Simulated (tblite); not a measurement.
## GeHClO: geometry relaxation

GeHClO, SMILES [OH][Ge][Cl], computed with GFN2-xTB geometry optimisation, gas phase (tblite 0.8.0).

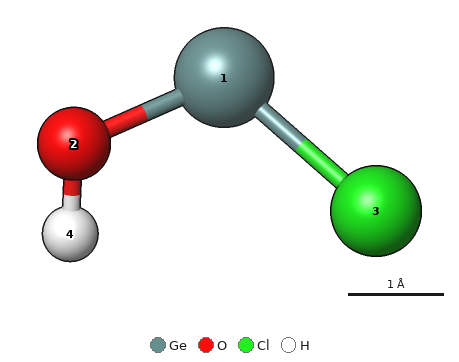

Figure 1. The structure as given in the input (ball-and-stick view, seen on its broad side; atoms are numbered from 1 in the order of the input). Sticks mark near contacts. Bond lengths as drawn: Cl–Ge 2.17 Å, Ge–O 1.79 Å and H–O 1.00 Å.

Input
```
{"job": {"kind": "relax", "xc": "GFN2-xTB", "basis": "xTB"}, "charge": 0, "multiplicity": 1}
Ge     0.415800     0.953065    -0.142036
O     -1.162306     0.213716     0.266650
Cl     2.008017    -0.509999     0.076752
H     -1.219089    -0.682678    -0.174229
```

The first line tells a small driver script what to run in tblite; the rest is the geometry in Å.

Machine: 1 CPU thread, shared host.

Launch command:
```bash
OMP_NUM_THREADS=1 python <driver script> task.json out
```

Log
```
step      E/eV     max force
  0    -303.79921    2.308
  1    -303.87546    0.776
  2    -303.90091    0.733
  3    -303.98728    0.648
  4    -304.00210    0.553
  5    -304.03873    0.489
  6    -304.04910    0.358
  7    -304.05288    0.336
  8    -304.06500    0.385
  9    -304.07423    0.414
 10    -304.08058    0.312
 11    -304.08408    0.202
 12    -304.08538    0.106
 13    -304.08614    0.081
 14    -304.08631    0.078
 15    -304.08639    0.034
 16    -304.08643    0.032
 17    -304.08657    0.066
 18    -304.08680    0.110
 19    -304.08712    0.138
 20    -304.08740    0.102
 21    -304.08752    0.028
 22    -304.08753    0.004
```

Trajectory as extended XYZ (Å, eV, eV/Å), 23 frames, from step=0 to step=22
```
4
Properties=species:S:1:pos:R:3:forces:R:3 step=0 energy=-303.79921
Ge    0.4158    0.9531   -0.1420    0.0260   1.1200   0.0290
O    -1.1623    0.2137    0.2666    0.3560  -1.9870  -1.1180
Cl    2.0080   -0.5100    0.0768   -0.1280  -0.4270   0.0440
H    -1.2191   -0.6827   -0.1742   -0.2540   1.2950   1.0450
4
Properties=species:S:1:pos:R:3:forces:R:3 step=1 energy=-303.87546
Ge    0.4162    0.9691   -0.1416   -0.0420   0.7660   0.1160
O    -1.1572    0.1853    0.2507    0.6200   0.1630  -0.2020
Cl    2.0062   -0.5161    0.0774   -0.2230  -0.2610   0.0070
H    -1.2227   -0.6642   -0.1593   -0.3540  -0.6680   0.0790
4
Properties=species:S:1:pos:R:3:forces:R:3 step=2 energy=-303.90091
Ge    0.4156    0.9837   -0.1398    0.0140   0.5840   0.1440
O    -1.1470    0.1822    0.2445    0.5860   0.2270  -0.2020
Cl    2.0025   -0.5212    0.0776   -0.2820  -0.1540  -0.0160
H    -1.2287   -0.6705   -0.1552   -0.3180  -0.6570   0.0740
4
Properties=species:S:1:pos:R:3:forces:R:3 step=3 energy=-303.98728
Ge    0.4169    1.0786   -0.1227    0.2820  -0.4540   0.2550
O    -1.0698    0.1674    0.1978    0.0810  -0.3620  -0.5310
Cl    1.9674   -0.5498    0.0770   -0.4690   0.4130  -0.1210
H    -1.2722   -0.7220   -0.1250    0.1060   0.4020   0.3970
4
Properties=species:S:1:pos:R:3:forces:R:3 step=4 energy=-304.00210
Ge    0.4204    1.0787   -0.1184    0.2350  -0.4140   0.2410
O    -1.0640    0.1626    0.1886    0.1320   0.0060  -0.3870
Cl    1.9595   -0.5465    0.0755   -0.4030   0.3620  -0.1130
H    -1.2734   -0.7207   -0.1186    0.0360   0.0470   0.2590
4
Properties=species:S:1:pos:R:3:forces:R:3 step=5 energy=-304.03873
Ge    0.4360    1.0861   -0.0967    0.0950  -0.2100   0.1700
O    -1.0291    0.1517    0.1449    0.0100   0.4520  -0.1870
Cl    1.9207   -0.5332    0.0681   -0.0750   0.1280  -0.0790
H    -1.2852   -0.7305   -0.0892   -0.0300  -0.3700   0.0970
4
Properties=species:S:1:pos:R:3:forces:R:3 step=6 energy=-304.04910
Ge    0.4465    1.0899   -0.0809    0.0110  -0.0220   0.1200
O    -1.0079    0.1505    0.1143   -0.2460   0.1550  -0.2090
Cl    1.8970   -0.5247    0.0625    0.1570  -0.0540  -0.0540
H    -1.2932   -0.7415   -0.0687    0.0780  -0.0790   0.1430
4
Properties=species:S:1:pos:R:3:forces:R:3 step=7 energy=-304.05288
Ge    0.4493    1.0846   -0.0760   -0.0320   0.0960   0.1030
O    -1.0111    0.1537    0.1061   -0.2440   0.1230  -0.1960
Cl    1.8956   -0.5216    0.0602    0.2080  -0.1360  -0.0440
H    -1.2913   -0.7426   -0.0632    0.0680  -0.0830   0.1370
4
Properties=species:S:1:pos:R:3:forces:R:3 step=8 energy=-304.06500
Ge    0.4571    1.0767   -0.0560   -0.1550   0.2780   0.0620
O    -1.0249    0.1668    0.0708   -0.2430  -0.2060  -0.1750
Cl    1.8959   -0.5180    0.0515    0.2700  -0.2750  -0.0190
H    -1.2856   -0.7514   -0.0391    0.1280   0.2030   0.1330
4
Properties=species:S:1:pos:R:3:forces:R:3 step=9 energy=-304.07423
Ge    0.4587    1.0719   -0.0403   -0.2140   0.2740   0.0410
O    -1.0475    0.1792    0.0438   -0.0960  -0.3820  -0.1270
Cl    1.9073   -0.5213    0.0444    0.1810  -0.2590  -0.0100
H    -1.2761   -0.7557   -0.0208    0.1290   0.3670   0.0960
4
Properties=species:S:1:pos:R:3:forces:R:3 step=10 energy=-304.08058
Ge    0.4551    1.0761   -0.0324   -0.1780   0.1050   0.0360
O    -1.0590    0.1823    0.0304    0.0360  -0.2670  -0.0890
Cl    1.9169   -0.5285    0.0411    0.0460  -0.1280  -0.0110
H    -1.2705   -0.7558   -0.0120    0.0960   0.2900   0.0640
4
Properties=species:S:1:pos:R:3:forces:R:3 step=11 energy=-304.08408
Ge    0.4511    1.0844   -0.0240   -0.1160  -0.0600   0.0250
O    -1.0587    0.1807    0.0152    0.0740  -0.1140  -0.0480
Cl    1.9186   -0.5350    0.0380   -0.0380  -0.0080  -0.0100
H    -1.2686   -0.7560   -0.0020    0.0800   0.1820   0.0330
4
Properties=species:S:1:pos:R:3:forces:R:3 step=12 energy=-304.08538
Ge    0.4480    1.0862   -0.0190   -0.0650  -0.0820   0.0160
O    -1.0566    0.1792    0.0064    0.0720   0.0180  -0.0270
Cl    1.9176   -0.5371    0.0361   -0.0560   0.0230  -0.0070
H    -1.2665   -0.7543    0.0036    0.0490   0.0410   0.0180
4
Properties=species:S:1:pos:R:3:forces:R:3 step=13 energy=-304.08614
Ge    0.4459    1.0873   -0.0103   -0.0170  -0.0540  -0.0030
O    -1.0525    0.1790   -0.0094    0.0070  -0.0270   0.0080
Cl    1.9132   -0.5380    0.0328   -0.0420   0.0200   0.0010
H    -1.2642   -0.7543    0.0140    0.0530   0.0610  -0.0060
4
Properties=species:S:1:pos:R:3:forces:R:3 step=14 energy=-304.08631
Ge    0.4443    1.0843   -0.0106    0.0100   0.0070  -0.0030
O    -1.0521    0.1788   -0.0084    0.0040   0.0730   0.0040
Cl    1.9123   -0.5372    0.0328   -0.0280  -0.0040   0.0010
H    -1.2621   -0.7518    0.0133    0.0140  -0.0770  -0.0020
4
Properties=species:S:1:pos:R:3:forces:R:3 step=15 energy=-304.08639
Ge    0.4449    1.0845   -0.0103    0.0010   0.0080  -0.0040
O    -1.0523    0.1793   -0.0091   -0.0040   0.0190   0.0060
Cl    1.9118   -0.5371    0.0327   -0.0240  -0.0080   0.0010
H    -1.2620   -0.7526    0.0138    0.0270  -0.0190  -0.0040
4
Properties=species:S:1:pos:R:3:forces:R:3 step=16 energy=-304.08643
Ge    0.4451    1.0845   -0.0104   -0.0030   0.0130  -0.0040
O    -1.0525    0.1797   -0.0089   -0.0080  -0.0050   0.0060
Cl    1.9111   -0.5371    0.0328   -0.0210  -0.0120   0.0020
H    -1.2613   -0.7530    0.0137    0.0320   0.0040  -0.0040
4
Properties=species:S:1:pos:R:3:forces:R:3 step=17 energy=-304.08657
Ge    0.4452    1.0848   -0.0110   -0.0080   0.0230  -0.0030
O    -1.0532    0.1809   -0.0081   -0.0180  -0.0560   0.0060
Cl    1.9084   -0.5377    0.0330   -0.0130  -0.0200   0.0010
H    -1.2580   -0.7539    0.0133    0.0390   0.0530  -0.0040
4
Properties=species:S:1:pos:R:3:forces:R:3 step=18 energy=-304.08680
Ge    0.4446    1.0861   -0.0119   -0.0100   0.0320  -0.0020
O    -1.0544    0.1826   -0.0069   -0.0280  -0.1060   0.0040
Cl    1.9029   -0.5395    0.0333   -0.0040  -0.0250   0.0010
H    -1.2507   -0.7551    0.0126    0.0420   0.0990  -0.0030
4
Properties=species:S:1:pos:R:3:forces:R:3 step=19 energy=-304.08712
Ge    0.4430    1.0887   -0.0130   -0.0060   0.0330   0.0000
O    -1.0562    0.1849   -0.0055   -0.0340  -0.1340   0.0010
Cl    1.8938   -0.5432    0.0337    0.0040  -0.0230   0.0000
H    -1.2382   -0.7563    0.0119    0.0360   0.1240  -0.0010
4
Properties=species:S:1:pos:R:3:forces:R:3 step=20 energy=-304.08740
Ge    0.4411    1.0915   -0.0134    0.0030   0.0200   0.0010
O    -1.0576    0.1862   -0.0049   -0.0280  -0.0980  -0.0010
Cl    1.8858   -0.5469    0.0339    0.0060  -0.0120   0.0000
H    -1.2269   -0.7567    0.0116    0.0200   0.0900   0.0000
4
Properties=species:S:1:pos:R:3:forces:R:3 step=21 energy=-304.08752
Ge    0.4400    1.0929   -0.0131    0.0060   0.0050   0.0010
O    -1.0585    0.1862   -0.0053   -0.0120  -0.0250  -0.0010
Cl    1.8828   -0.5488    0.0338    0.0010  -0.0010   0.0000
H    -1.2218   -0.7562    0.0118    0.0040   0.0210   0.0010
4
Properties=species:S:1:pos:R:3:forces:R:3 step=22 energy=-304.08753
Ge    0.4400    1.0929   -0.0128    0.0040   0.0010   0.0000
O    -1.0590    0.1861   -0.0057   -0.0030  -0.0030  -0.0010
Cl    1.8829   -0.5490    0.0336   -0.0010   0.0010   0.0000
H    -1.2215   -0.7559    0.0121    0.0000   0.0010   0.0000
```

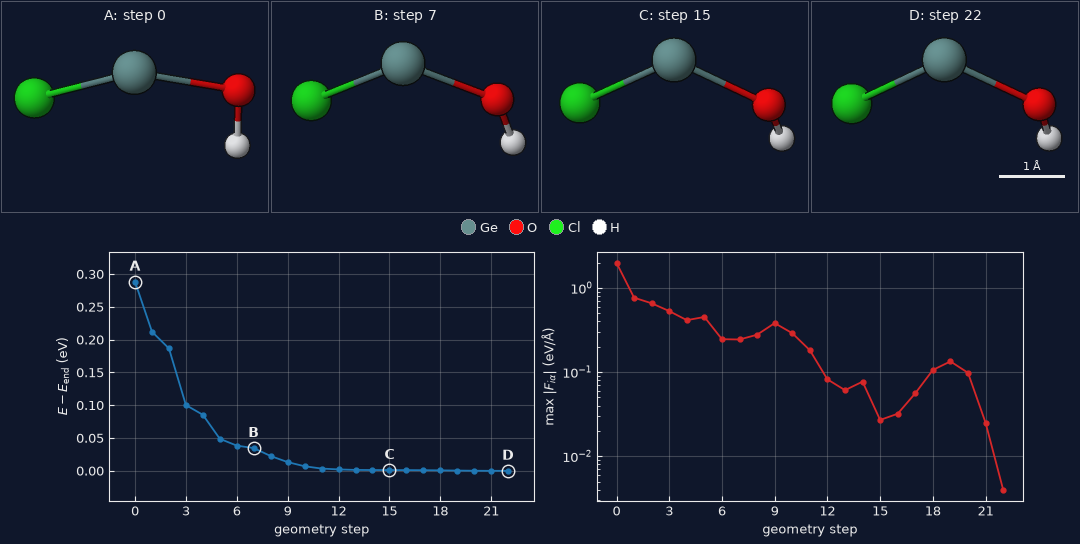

Figure 2. Frames of the relaxation (ball-and-stick view, seen at an oblique angle) above the curves, on which the letters mark them (steps are counted from 0).

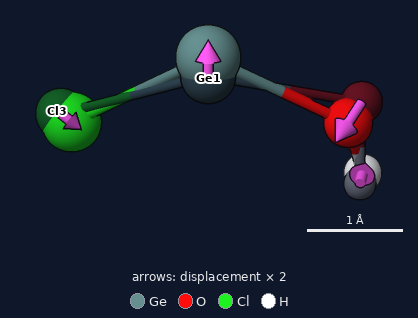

Figure 3. Start (faint) and end (solid) with the displacements as pink arrows, magnified 2 times (ball-and-stick view, seen at an oblique angle). The two geometries are laid on each other by the best rigid fit. The atom that moves furthest after the best rigid fit is O2 (0.28 Å). By element the largest moves are O 0.28 Å, Ge 0.20 Å, H 0.20 Å, Cl 0.14 Å. Distances before and after: O2–H4 1.001 → 0.956 Å, Ge1–O2 1.790 → 1.752 Å, Ge1–Cl3 2.173 → 2.186 Å. Among the angles that change: Ge1–O2–H4 108.6° → 131.0°, O2–Ge1–Cl3 110.2° → 100.1°. The energy falls by 0.288 eV in 22 geometry steps. The largest force component goes from 2 to 0.004 eV/Å. (Atoms are counted from 1 in the order of the input.)

Key numbers

- outcome: converged
- total energy: −304.0875 eV
- peak memory: 0.18 GiB
